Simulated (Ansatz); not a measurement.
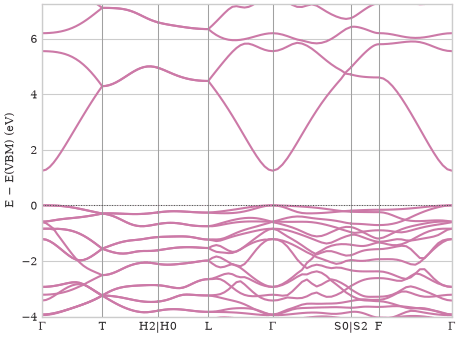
Band structure from plane-wave PAW PBEsol (Ansatz code)

Q: Read off the gap and where the band edges lie.

A: About 1.2 eV (1.25 eV by a search for the band edges); maximum at Γ, minimum at Γ.

Q: Which compound is it?
A) ZnSnO3, R3c (Zn on 6a, Sn on 6a, O on 18b)
B) RbHoSe2, R-3m (Se on 6c, Ho on 3b, Rb on 3a)
C) KIO3, R3c (K on 6a, I on 6a, O on 18b)
D) RbHoS2, R-3m (Ho on 3b, S on 6c, Rb on 3a)

A: A, ZnSnO3, R3c (Zn on 6a, Sn on 6a, O on 18b)

Symmetry was held in the PBEsol relaxation. Scalar-relativistic: spin–orbit coupling is off unless named, which matters more the heavier the elements.

Potentials: the later of the program's two PAW sets.
